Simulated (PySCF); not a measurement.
## Run report: C4H11O (charge +1), saddle-point search

- system: C4H11O, charge +1
- method: B3LYP-D3(BJ)/def2-SVP saddle search from the GFN2-xTB point and Hessian, gas phase (PySCF 2.14.0)

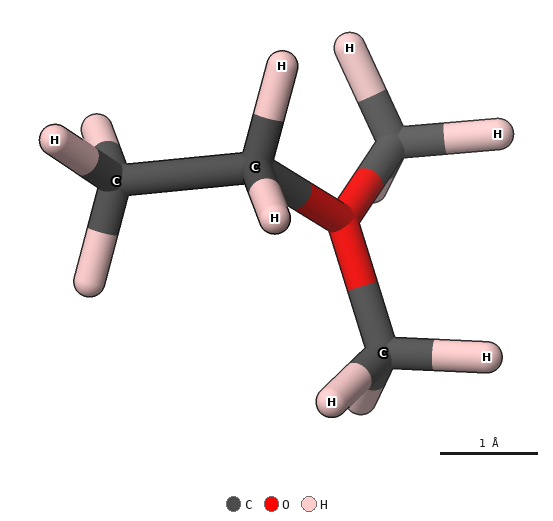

*The input geometry (stick view, seen at a tilt).*

Bond lengths as drawn: C–C 1.51 Å, C–H 1.09 Å and C–O 1.44 to 1.46 Å.

Results in brief

| quantity | value |
| --- | --- |
| outcome | converged |
| total energy | −233.819302 hartree |
| hardware | 1 CPU thread, shared host |
| wall time | 51 s |
| peak memory | 0.58 GiB |

Input file
```
{"job": {"xc": "B3LYP", "basis": "def2-SVP", "kind": "refine"}, "charge": 1, "multiplicity": 1}
C      1.917686    -0.072744     0.275102
C      0.817776     0.359836    -0.671304
O     -0.503553     0.046893    -0.128014
C     -1.156111    -1.201348    -0.404491
C     -1.231029     0.987800     0.675635
H      1.894375    -1.145998     0.445638
H      1.841654     0.438775     1.231170
H      2.878272     0.177976    -0.166279
H      0.839450     1.437621    -0.847293
H      0.892037    -0.150294    -1.634302
H     -0.472976    -1.844579    -0.954863
H     -2.055038    -1.026689    -1.001077
H     -1.426242    -1.687925     0.535212
H     -0.599411     1.851971     0.869458
H     -1.502241     0.523071     1.626005
H     -2.134648     1.305634     0.149403
```

The first line tells a small driver script what to run in PySCF; the rest is the geometry in Å.

Launched with:
```bash
OMP_NUM_THREADS=1 python <driver script> task.json out
```

What the program printed
```
step      E/eV     max force
  0     -6362.46794   1.3058
  1     -6362.54430   0.3209
  2     -6362.54681   0.0829
  3     -6362.54673   0.0885
  4     -6362.54693   0.0769
  5     -6362.54703   0.0576
  6     -6362.54726   0.0383
  7     -6362.54729   0.0151
```

Trajectory as extended XYZ (Å, eV, eV/Å), 8 frames, from step=0 to step=7
```
16
Properties=species:S:1:pos:R:3:forces:R:3 step=0 energy=-6362.46794
C     1.9177   -0.0727    0.2751   -0.5810   0.0720  -0.1840
C     0.8178    0.3598   -0.6713    1.3050   0.0450  -0.0010
O    -0.5036    0.0469   -0.1280   -0.2000   0.0220  -0.0590
C    -1.1561   -1.2013   -0.4045   -0.4110  -0.8100  -0.1610
C    -1.2310    0.9878    0.6756   -0.4590   0.5960   0.5330
H     1.8944   -1.1460    0.4456    0.0240  -0.4680   0.0680
H     1.8417    0.4388    1.2312    0.0010   0.2290   0.4130
H     2.8783    0.1780   -0.1663    0.4230   0.1260  -0.2270
H     0.8394    1.4376   -0.8473   -0.2460   0.1820  -0.0500
H     0.8920   -0.1503   -1.6343   -0.2370  -0.0820  -0.1820
H    -0.4730   -1.8446   -0.9549    0.2920  -0.0250  -0.1270
H    -2.0550   -1.0267   -1.0011   -0.1350   0.2140  -0.1370
H    -1.4262   -1.6879    0.5352    0.0290   0.0270   0.2750
H    -0.5994    1.8520    0.8695    0.2860   0.1320  -0.0490
H    -1.5022    0.5231    1.6260    0.0370  -0.2340   0.1470
H    -2.1346    1.3056    0.1494   -0.1270  -0.0280  -0.2570
16
Properties=species:S:1:pos:R:3:forces:R:3 step=1 energy=-6362.54430
C     1.9229   -0.0721    0.2615    0.1480  -0.0280   0.0750
C     0.8419    0.3680   -0.6785   -0.2840   0.0520  -0.1400
O    -0.5197    0.0442   -0.1179    0.0350  -0.0270   0.0400
C    -1.1654   -1.2401   -0.4007    0.0750   0.0800  -0.0260
C    -1.2513    1.0144    0.7005    0.0560  -0.0110  -0.0780
H     1.9096   -1.1603    0.4266   -0.0050   0.0190  -0.0150
H     1.8610    0.4427    1.2325   -0.0040  -0.0020  -0.0250
H     2.8946    0.1853   -0.1923   -0.0200  -0.0110   0.0190
H     0.7976    1.4527   -0.8496    0.0680  -0.0490   0.0070
H     0.8469   -0.1415   -1.6526    0.0640   0.0320   0.0540
H    -0.4112   -1.8732   -0.8865   -0.1090   0.0320   0.0470
H    -2.0216   -1.0511   -1.0649    0.0390  -0.0560   0.0370
H    -1.4777   -1.6715    0.5597   -0.0080  -0.0240  -0.0540
H    -0.5467    1.8229    0.9376   -0.1180  -0.0730   0.0010
H    -1.5756    0.4973    1.6142   -0.0020   0.0700  -0.0340
H    -2.1052    1.3824    0.1105    0.0650  -0.0050   0.0900
16
Properties=species:S:1:pos:R:3:forces:R:3 step=2 energy=-6362.54681
C     1.9242   -0.0979    0.2524   -0.0250   0.0100   0.0030
C     0.8380    0.3830   -0.6730    0.0230  -0.0380   0.0080
O    -0.5207    0.0580   -0.1179    0.0150  -0.0330   0.0100
C    -1.1470   -1.2373   -0.3848    0.0080  -0.0010  -0.0060
C    -1.2680    1.0250    0.6859   -0.0250  -0.0480  -0.0370
H     1.9002   -1.1908    0.3825   -0.0010   0.0250  -0.0030
H     1.8674    0.3886    1.2381   -0.0010  -0.0110  -0.0200
H     2.8959    0.1641   -0.1961   -0.0010  -0.0030   0.0000
H     0.8175    1.4711   -0.8090   -0.0020   0.0120  -0.0030
H     0.8475   -0.0964   -1.6610   -0.0030   0.0120   0.0180
H    -0.3914   -1.8698   -0.8641   -0.0200   0.0280   0.0130
H    -2.0067   -1.0748   -1.0491    0.0060   0.0020   0.0070
H    -1.4540   -1.6677    0.5770    0.0000   0.0030  -0.0090
H    -0.5917    1.8542    0.9055    0.0600   0.0560   0.0120
H    -1.5783    0.5271    1.6118   -0.0030  -0.0290   0.0320
H    -2.1327    1.3639    0.1018   -0.0310   0.0130  -0.0250
16
Properties=species:S:1:pos:R:3:forces:R:3 step=3 energy=-6362.54673
C     1.9233   -0.0864    0.2600    0.0120  -0.0020   0.0010
C     0.8400    0.3756   -0.6754   -0.0170   0.0020   0.0100
O    -0.5193    0.0513   -0.1208   -0.0020  -0.0150   0.0080
C    -1.1528   -1.2403   -0.3852    0.0150   0.0550   0.0450
C    -1.2628    1.0226    0.6813   -0.0230   0.0380   0.0100
H     1.9035   -1.1768    0.4042    0.0010  -0.0010   0.0010
H     1.8600    0.4119    1.2386    0.0000   0.0030   0.0040
H     2.8959    0.1742   -0.1874   -0.0010  -0.0010   0.0020
H     0.8133    1.4618   -0.8267    0.0010   0.0060  -0.0020
H     0.8554   -0.1165   -1.6558   -0.0020  -0.0050  -0.0120
H    -0.4223   -1.8540   -0.9170    0.0600  -0.0450  -0.0470
H    -2.0430   -1.0655   -0.9997   -0.0670   0.0140  -0.0510
H    -1.4105   -1.6965    0.5775   -0.0070  -0.0110   0.0450
H    -0.5667    1.8323    0.9326   -0.0560  -0.0510  -0.0070
H    -1.6062    0.5121    1.5923    0.0200   0.0410  -0.0550
H    -2.1078    1.3943    0.0813    0.0650  -0.0260   0.0490
16
Properties=species:S:1:pos:R:3:forces:R:3 step=4 energy=-6362.54693
C     1.9236   -0.0660    0.2712    0.0000   0.0000   0.0030
C     0.8402    0.3630   -0.6807   -0.0060  -0.0120   0.0020
O    -0.5178    0.0404   -0.1221    0.0130   0.0330   0.0020
C    -1.1689   -1.2386   -0.4024   -0.0030  -0.0200  -0.0340
C    -1.2466    1.0123    0.6931    0.0180  -0.0580  -0.0250
H     1.9096   -1.1524    0.4454    0.0000   0.0080  -0.0030
H     1.8535    0.4589    1.2358    0.0010  -0.0050  -0.0100
H     2.8963    0.1888   -0.1793    0.0010   0.0000   0.0000
H     0.8056    1.4448   -0.8619    0.0000  -0.0010   0.0010
H     0.8625   -0.1558   -1.6476    0.0040   0.0050   0.0060
H    -0.4450   -1.8556   -0.9478   -0.0410   0.0290   0.0330
H    -2.0620   -1.0440   -1.0140    0.0410  -0.0100   0.0310
H    -1.4279   -1.7028    0.5583   -0.0030  -0.0030  -0.0230
H    -0.5483    1.8150    0.9429    0.0540   0.0420   0.0080
H    -1.5825    0.5013    1.6018   -0.0220  -0.0320   0.0550
H    -2.0923    1.3906    0.1073   -0.0560   0.0240  -0.0470
16
Properties=species:S:1:pos:R:3:forces:R:3 step=5 energy=-6362.54703
C     1.9233   -0.0725    0.2648   -0.0280   0.0040  -0.0070
C     0.8376    0.3684   -0.6801    0.0330  -0.0050   0.0090
O    -0.5214    0.0466   -0.1258    0.0130  -0.0160   0.0220
C    -1.1615   -1.2407   -0.3928   -0.0130  -0.0170  -0.0120
C    -1.2530    1.0163    0.6881   -0.0260   0.0460   0.0230
H     1.9082   -1.1603    0.4277    0.0000  -0.0030   0.0020
H     1.8571    0.4427    1.2345    0.0000  -0.0010   0.0040
H     2.8950    0.1852   -0.1860    0.0000   0.0020  -0.0030
H     0.8075    1.4517   -0.8501   -0.0060   0.0110  -0.0020
H     0.8591   -0.1400   -1.6520   -0.0050  -0.0030  -0.0090
H    -0.4333   -1.8584   -0.9286   -0.0010   0.0090   0.0020
H    -2.0534   -1.0604   -1.0081    0.0060   0.0030   0.0050
H    -1.4208   -1.6990    0.5704    0.0050   0.0100  -0.0040
H    -0.5468    1.8102    0.9589   -0.0340  -0.0400  -0.0140
H    -1.6104    0.4982    1.5885    0.0170   0.0200  -0.0420
H    -2.0873    1.4121    0.0907    0.0370  -0.0190   0.0280
16
Properties=species:S:1:pos:R:3:forces:R:3 step=6 energy=-6362.54726
C     1.9231   -0.0751    0.2672    0.0210  -0.0040   0.0070
C     0.8412    0.3683   -0.6780   -0.0310   0.0100  -0.0140
O    -0.5188    0.0462   -0.1236    0.0010  -0.0010   0.0070
C    -1.1625   -1.2385   -0.3959    0.0070   0.0150   0.0050
C    -1.2535    1.0160    0.6881    0.0200  -0.0250  -0.0210
H     1.9066   -1.1632    0.4284    0.0000  -0.0020  -0.0010
H     1.8557    0.4381    1.2378    0.0000   0.0020   0.0020
H     2.8960    0.1822   -0.1815   -0.0010  -0.0010   0.0020
H     0.8099    1.4523   -0.8465    0.0060  -0.0050   0.0010
H     0.8604   -0.1388   -1.6512    0.0050   0.0010   0.0020
H    -0.4359   -1.8543   -0.9351    0.0020  -0.0070  -0.0040
H    -2.0545   -1.0520   -1.0085   -0.0070  -0.0020  -0.0060
H    -1.4211   -1.6985    0.5662   -0.0020  -0.0060   0.0020
H    -0.5581    1.8240    0.9331    0.0200   0.0250   0.0080
H    -1.5863    0.5065    1.5999   -0.0120  -0.0150   0.0290
H    -2.1021    1.3867    0.0994   -0.0280   0.0150  -0.0190
16
Properties=species:S:1:pos:R:3:forces:R:3 step=7 energy=-6362.54729
C     1.9241   -0.0721    0.2700   -0.0040   0.0010   0.0010
C     0.8411    0.3659   -0.6781    0.0060  -0.0020   0.0000
O    -0.5182    0.0443   -0.1231    0.0030  -0.0050  -0.0020
C    -1.1649   -1.2381   -0.3979   -0.0030  -0.0110  -0.0050
C    -1.2519    1.0147    0.6882   -0.0070   0.0130   0.0030
H     1.9082   -1.1595    0.4363    0.0000   0.0000   0.0000
H     1.8557    0.4459    1.2381    0.0010  -0.0010   0.0000
H     2.8969    0.1840   -0.1794    0.0010   0.0000  -0.0010
H     0.8099    1.4489   -0.8516   -0.0010   0.0020   0.0000
H     0.8629   -0.1457   -1.6487   -0.0010   0.0010   0.0000
H    -0.4441   -1.8508   -0.9496   -0.0090   0.0080   0.0070
H    -2.0633   -1.0472   -1.0007    0.0100  -0.0030   0.0060
H    -1.4143   -1.7059    0.5633    0.0010   0.0040  -0.0090
H    -0.5547    1.8225    0.9343   -0.0090  -0.0080  -0.0010
H    -1.5868    0.5052    1.6008    0.0020   0.0040  -0.0080
H    -2.1005    1.3878    0.0982    0.0110  -0.0030   0.0090
```

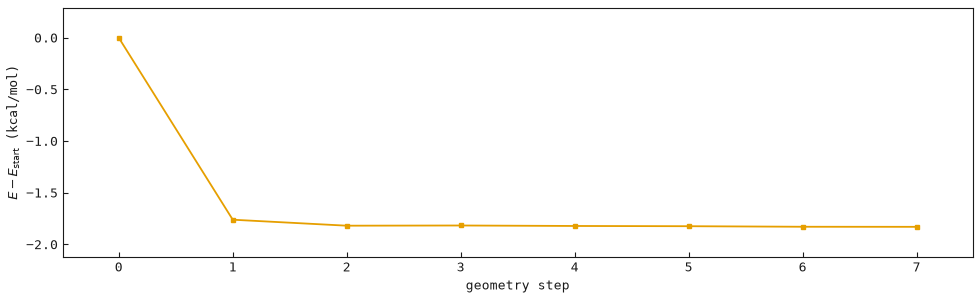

*Progress of the saddle-point search, step by step (steps are counted from 0).*

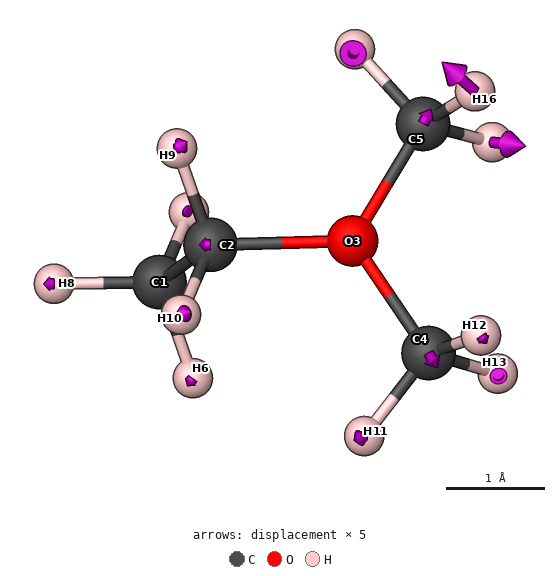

*The starting structure with the displacements as pink arrows, magnified 5 times (ball-and-stick view, seen at a tilt). The two geometries are laid on each other by the best rigid fit.*

After 7 geometry steps the energy has fallen by 1.83 kcal/mol. The largest force component goes from 1.3 to 0.013 eV/Å. The atom that moves furthest after the best rigid fit is H16 (0.10 Å). Largest moves by element: H 0.10 Å, C 0.04 Å, O 0.02 Å. Among the contacts that change: C2–O3 1.463 → 1.503 Å, O3–C4 1.435 → 1.462 Å, C1–H6 1.087 → 1.100 Å, C1–C2 1.514 → 1.505 Å. Among the angles that change: O3–C2–H9 106.8° → 104.1°, C1–C2–H9 111.6° → 114.0°. (Atoms are counted from 1 in the order of the input.)
